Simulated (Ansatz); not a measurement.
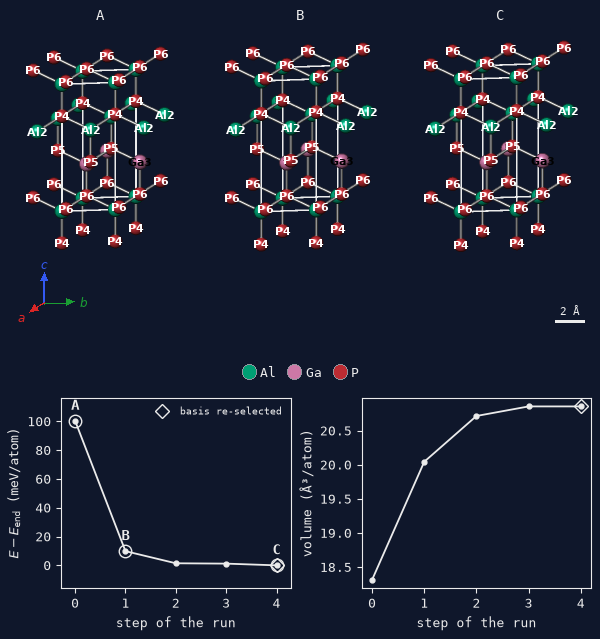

Frames of a relaxation of a crystal of Al₂GaP₃ (a generated structure, set up in P3m1) (coarse preliminary run), marked on the history of the run. A ball-and-stick model of the cell of the calculation, seen slightly off an axis.

Computed with DFT PBE, scalar-relativistic, plane waves, PAW in Ansatz.

The input:
```yaml
crystal:
  lattice:
    - [3.7277646, 0.0, 0.0]
    - [-1.8638823, 3.22833885, 0.0]
    - [0.0, 0.0, 9.13112116]
  atoms:
    - { symbol: Al, position: [0.0, 0.0, 0.0] }
    - { symbol: Al, position: [0.33333333, 0.66666667, 0.66666667] }
    - { symbol: Ga, position: [0.66666667, 0.33333333, 0.33333333] }
    - { symbol: P, position: [0.0, 0.0, 0.75] }
    - { symbol: P, position: [0.33333333, 0.66666667, 0.41666667] }
    - { symbol: P, position: [0.66666667, 0.33333333, 0.08333333] }
basis:
  ecutwfc: 420
kpoints:
  mp_grid: { grid: [6, 6, 2] }
hamiltonian:
  xc: pbe
scf:
  occupations: { method: gaussian, width: 0.1 }
  lower_state_search: "off"
output:
  forces: true
  stress: true
  eigenvalues: true
relax:
  adjacent_minimum: "off"
  f_tol: 0.04
  max_steps: 70
  cell: { stress_tol: 0.4 }
```

Run as
```bash
ansatz run input.yaml --threads 1 --pin off --max-ram 2560MiB --backend cpu --events-out ev --progress --plain --runs-dir out
```

### What happens along the run?

P6 moves most relative to the cell: 0.006 Å along −c. Largest moves by element: P 0.006 Å, Al 0.002 Å, Ga 0.001 Å. The volume changes by +13.9 %, with a = b 3.728 → 3.895 Å (+4.5 %), c 9.131 → 9.526 Å (+4.3 %). Among the contacts that change: Ga3–P5 2.283 → 2.386 Å, Al1–P4 2.283 → 2.386 Å, Al1–P6 2.283 → 2.382 Å. The space group stays P3m1 (No. 156). The energy falls by 100 meV per atom in 3 accepted moves (4 points after the start). The largest force component goes from 0.044 to 0.0041 eV/Å. The pressure goes from 14.01 to 0.12 GPa. At 1 point the geometry stayed and the basis and grid were re-selected for the new cell (energy shift of 1.2 meV per atom at most each time). The run took 11 s on 1 thread of Intel(R) Xeon(R) 6975P-C (Granite Rapids) (shared host), peak memory 0.41 GiB. From step 0 to 1: volume +9.4 %, energy −90.5 meV per atom. From step 1 to 4: volume +4.0 %, energy −9.9 meV per atom.

```csv
step,"E − E(0), meV/atom","largest force component, eV/Å","pressure, GPa","volume, Å³/atom",note
0,0.00,0.0439,14.01,18.315,
1,-90.51,0.0399,3.57,20.045,
2,-98.93,0.0067,0.60,20.716,
3,-99.18,0.0043,0.03,20.856,
4,-100.37,0.0041,0.12,20.856,"same geometry, new basis"
```
